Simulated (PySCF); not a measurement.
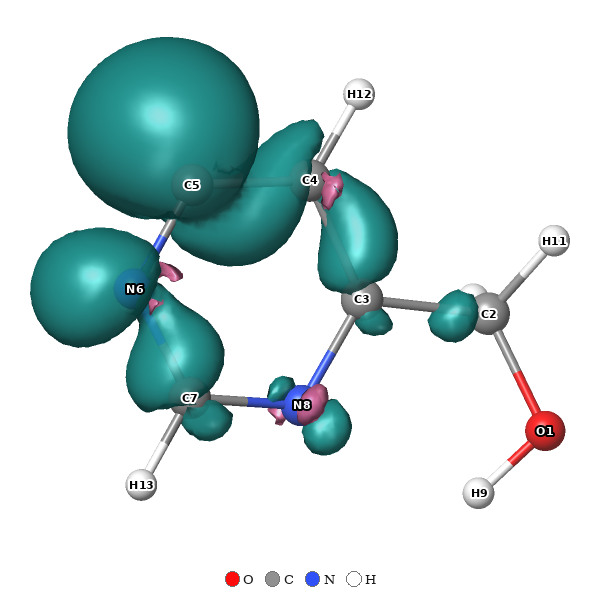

The picture shows: C₅H₅N₂O (SMILES OCc1c[c]ncn1) (doublet). Isosurfaces of the spin density at +0.02 (teal) and −0.02 e/Å³ (pink), seen at a tilt.

Geometry: GFN2-xTB.

All numbers below come from PySCF, UKS B3LYP, pcH-1 on C H N O, non-relativistic, mean-field spin-orbit, GIAO.

```xyz
13

O    -2.1201    0.7345   -1.0150
C    -1.6592   -0.1185   -0.0098
C    -0.1636   -0.0772    0.1622
C     0.4536   -0.4829    1.3517
C     1.8270   -0.4137    1.3225
N     2.5011   -0.0089    0.2995
C     1.8517    0.3656   -0.7889
N     0.5426    0.3357   -0.8813
H    -1.4443    0.7653   -1.7065
H    -1.9343   -1.1662   -0.2324
H    -2.1586    0.1690    0.9204
H    -0.1182   -0.8135    2.2024
H     2.4179    0.7113   -1.6424
```

### Where is the unpaired spin?

The unpaired spin (1 electron) lies mostly on C5 (about 0.7), N6 (about 0.2) and C4 (about 0.1), in electrons by Hirshfeld's partition.
